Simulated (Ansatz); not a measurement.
```json
{"atom": "Ti", "x (Å)": "0.0004", "y (Å)": "0.0000", "z (Å)": "0.0004"}
{"atom": "F", "x (Å)": "0.0001", "y (Å)": "0.0000", "z (Å)": "1.7349"}
{"atom": "F", "x (Å)": "1.6358", "y (Å)": "0.0000", "z (Å)": "-0.5776"}
{"atom": "F", "x (Å)": "-0.8172", "y (Å)": "1.4162", "z (Å)": "-0.5779"}
{"atom": "F", "x (Å)": "-0.8172", "y (Å)": "-1.4162", "z (Å)": "-0.5779"}
```

Computed with RKS B3LYP-D4/def2-SVP in Ansatz 0.2.0.

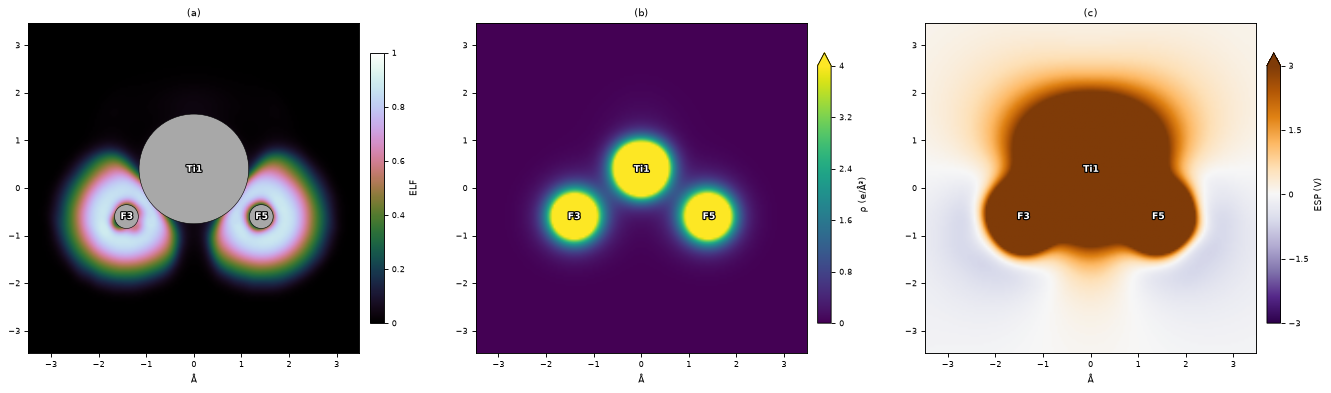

F$_{4}$Ti. (a) ELF; (b) electron density; (c) electrostatic potential on the plane of atoms F3, Ti1 and F5. Grey discs cover the atomic cores in the ELF map.

Q: What does the map show?

A: Atoms in the plane: Ti and F.
Ti–F (1.73 Å): ρ at the midpoint is about 1.1 e/Å³; the ELF peaks at about 0.85 in the valence shell of F, 0.5 Å from its nucleus, and drops to about 0.20 between the two atoms.
Outside the dense part of the molecule the potential is most negative (−0.7 V) near F3 and F5.
